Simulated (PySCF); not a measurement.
## A study: CF2O, SMILES `O=C(F)F`

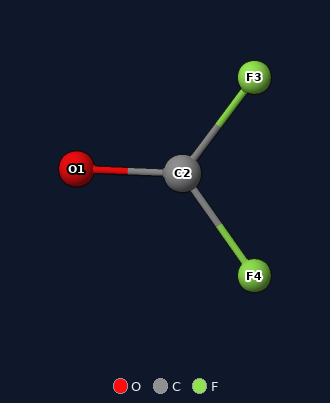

The molecule, with its atoms numbered as below. No frequency check shows the geometry to be a minimum.

Cartesian coordinates (Å):

```
O1       1.3121    0.0004    0.0000
C2       0.1533    0.0001    0.0000
F3      -0.6339   -1.0553    0.0000
F4      -0.6346    1.0549    0.0000
```

### 1. Bonding charge

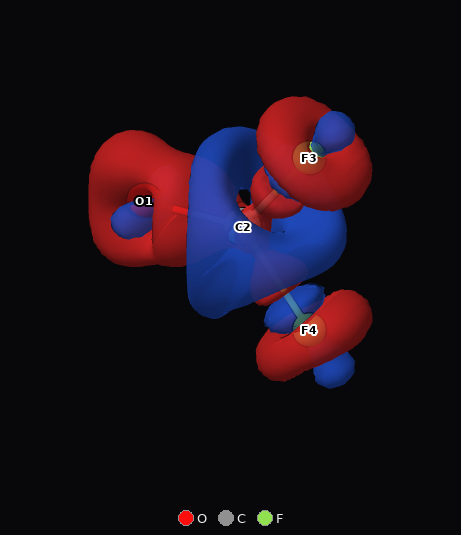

Deformation density (molecule less spherical, spin-averaged free atoms at the same positions), surfaces at ±0.09 e/Å³; red: gain, blue: loss.

Level of theory: ωB97X/def2-SVP (PySCF), at a geometry from GFN2-xTB.

> Describe the bonding that the map shows.

O1–C2: +0.81 e/Å³ at the bond critical point (bond length 1.16 Å, Mayer order 2.2). C2–F3 and C2–F4: +0.19 e/Å³ at the bond critical point (bond length 1.32 Å, Mayer order 1.1). In all, 0.9 electrons gather in the regions of gain relative to the promolecule.

> Where do the Hirshfeld charges lie?

The highest Hirshfeld charge is on C2 (+0.33 e), the lowest on O1 (−0.22 e).

```tsv
atom	charge (e)
O1	−0.22
C2	+0.33
F3	−0.06
F4	−0.06
```

### 2. Bond critical points

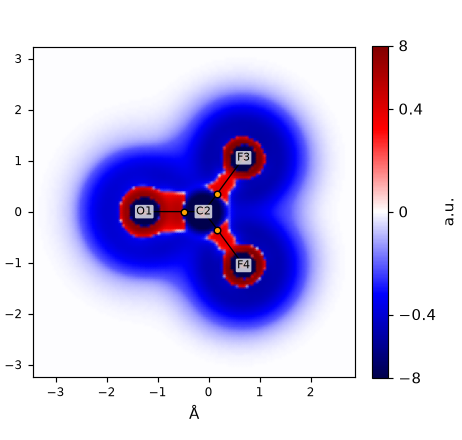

Negative Laplacian of the density (−∇²ρ) in the molecular plane (red positive, blue negative, colour scale in a.u., logarithmic beyond ±0.04), with bond paths and bond critical points (dots).

> At which bond critical points in this plane is charge locally concentrated, and at which depleted?

Concentrated (∇²ρ < 0): C2–F3 and C2–F4 (−0.13 a.u.). Depleted (∇²ρ > 0): O1–C2 (+0.77 a.u., H = −0.832). A positive Laplacian with clearly negative H marks a strongly polar covalent bond, whose critical point lies close to the core of the less electronegative atom.

> Where along O1–C2 does the critical point lie?

0.77 Å from O1 and 0.38 Å from C2.

### 3. Local ionisation energy

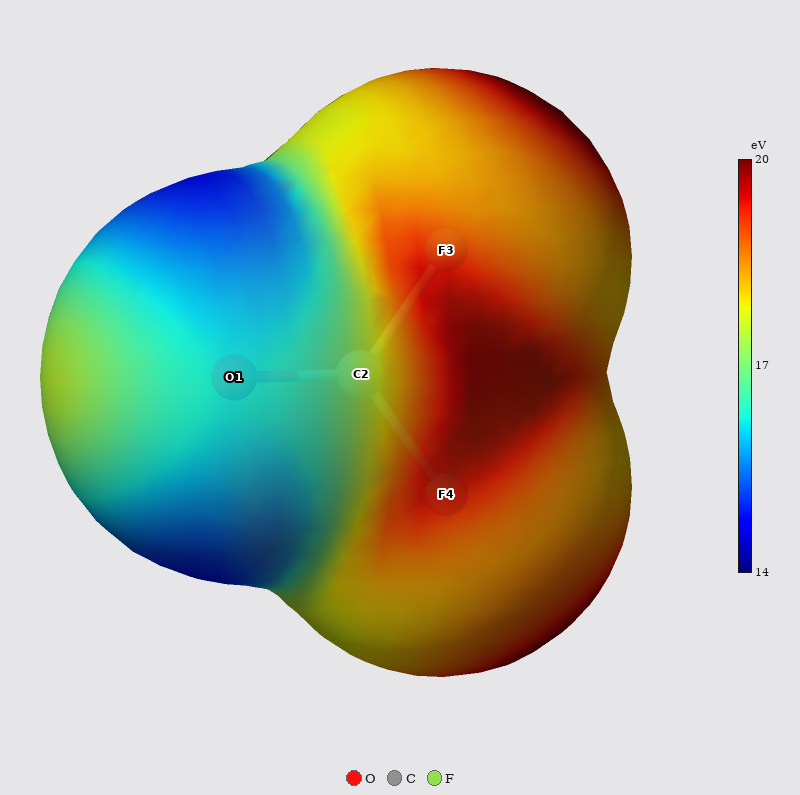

Average local ionisation energy on the surface of electron density 0.001 a.u.

> Locate the minima of the map.

The lowest value is 14.8 eV, 1.8 Å from O1, and at like points elsewhere. Further minima include 18.0 eV, 1.6 Å from F4. For comparison, the highest occupied orbital lies at −12.9 eV.

> What volume does the surface enclose, and what is the dipole moment?

About 51 Å³; the dipole moment is 1.0 D.

### 4. In an electric field

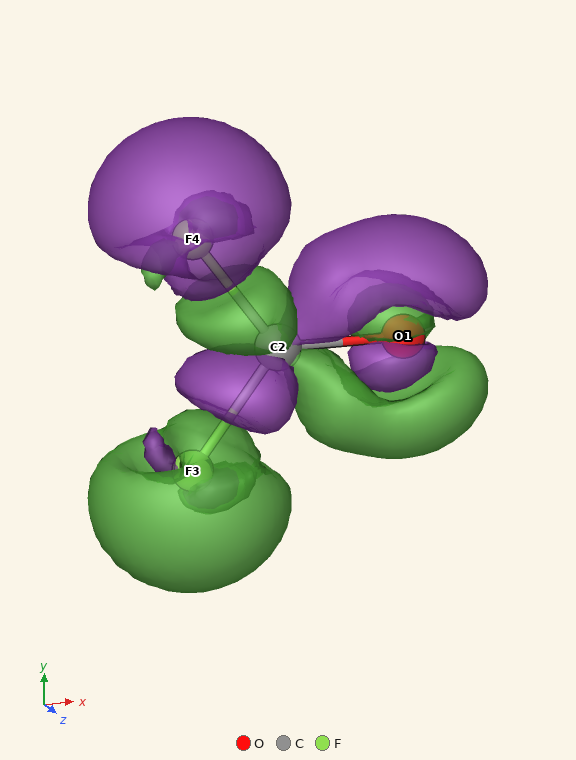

Change of the electron density in a uniform field of 0.41 V/Å, surfaces at ±0.002 e/Å³ (purple: gain, green: loss).

Method: PBE0/def2-SVP; geometry: GFN2-xTB; program: PySCF. A basis without diffuse functions makes polarisabilities too small.

> Along which Cartesian direction does the field point?

Along −y: electrons gather on the +y side, against the field.

> What dipole is induced, and what polarisability does it imply?

The induced dipole is 0.25 D (along the field); α along this axis, from the fields in both directions, is 12 bohr³ (1.8 Å³).

> Which atoms gain and lose the most charge?

Electrons gather most on F4 (Hirshfeld charge changes by −0.014 e) and leave F3 most (+0.014 e); 0.030 electrons are displaced in all.

### 5. Removing or adding an electron

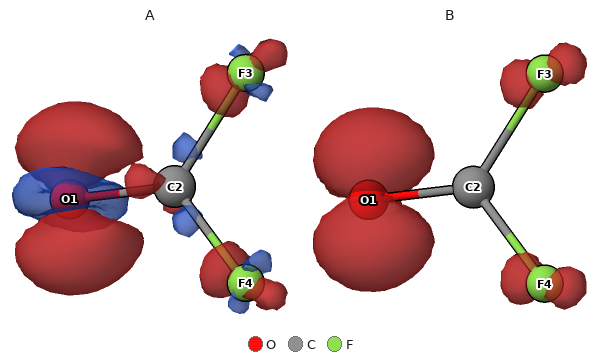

The Fukui function f⁻ from two separate SCF calculations and the density of the HOMO, at ±0.15 e/Å³ (red positive, blue negative).

PySCF calculation, HF/def2-SVPD, gas phase; geometry: GFN2-xTB.

> Which panel is which, and how good is the frozen-orbital picture?

A is f⁻ (it has negative regions), B the HOMO density. The HOMO lies on O1 (73 %), C2 (11 %) and F3 and F4 (8 % each); f⁻ (Hirshfeld-condensed) is largest on O1 (0.53); the vertical ionisation energy is 12.53 eV. Relaxation shifts 21 % of the electron between atoms. The orbital energy is −15.49 eV.

### 6. The π system

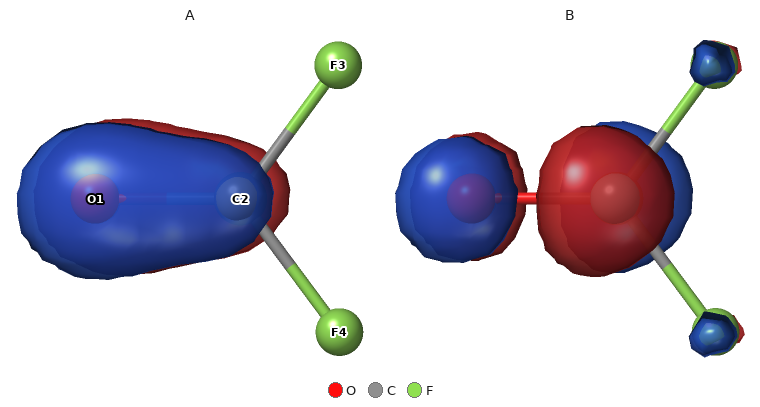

Natural orbitals of the π active space, CASSCF(2,2), singlet state, in order of falling occupation.

Method: cc-pVTZ basis; geometry: GFN2-xTB; program: PySCF.

> What are the natural occupation numbers?

A 1.95, B 0.05.

> How multiconfigurational is the state?

The leading determinant weighs 0.97; the effective number of unpaired electrons, Σ n²(2−n)², is 0.02; the most occupied of the weakly occupied orbitals holds 0.05 e, as in an ordinary closed-shell π system. The active space lowers the energy by 0.74 eV against Hartree–Fock.

> Where does the lowest triplet lie relative to the singlet, at this geometry and within this active space?

8.18 eV above it by strongly contracted NEVPT2 (+7.47 eV by CASSCF); a small basis tends to put such gaps a few tenths of an eV too high. This is a vertical energy for π states alone; a state that uses lone pairs or σ orbitals may lie lower.

### 7. Stretching a bond

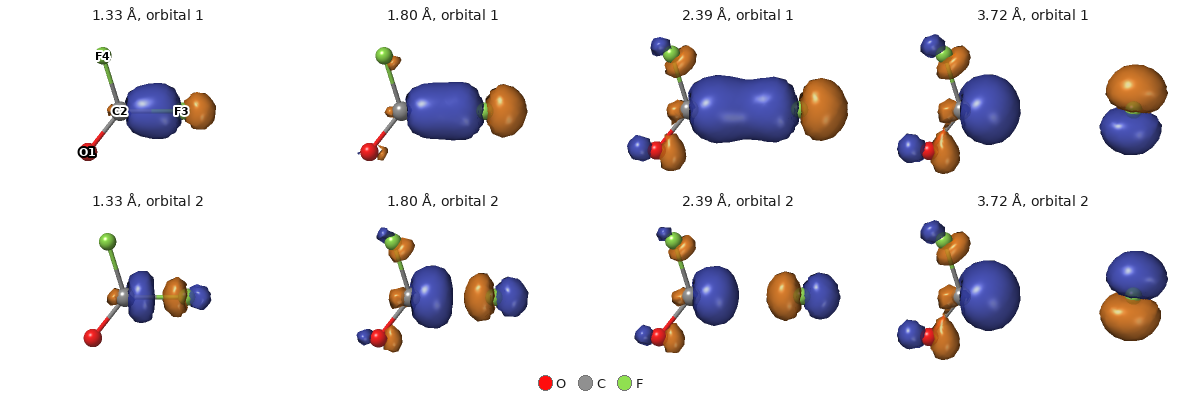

Rigid stretch of the C2–F3 bond. The two CASSCF(2,2) natural orbitals nearest half filling (orbital 1 the more occupied).

Computed with PySCF, cc-pVDZ basis, geometry: GFN2-xTB.

> How do the occupations change along the stretch?

1.33 Å: 1.98 and 0.02; 1.80 Å: 1.89 and 0.11; 2.39 Å: 1.54 and 0.46; 3.72 Å: 1.01 and 0.99. At the longest distance computed (3.72 Å) they are 1.01 and 0.99, and the effective number of unpaired electrons is 2.0.

> Where does the UHF solution part from RHF?

Between 1.60 Å (⟨S²⟩ = 0, the two coincide) and 1.80 Å (⟨S²⟩ = 0.26); at 3.72 Å ⟨S²⟩ is 1.02 and UHF lies 6.4 eV below RHF.

> How much energy does the stretch cost?

By CASSCF, 4.4 eV from the lowest point of the scan (1.33 Å) to 3.72 Å; RHF gives 10.0 eV from its own lowest point. The fragments aren't relaxed and dynamic correlation is missing, so this isn't a bond dissociation energy.
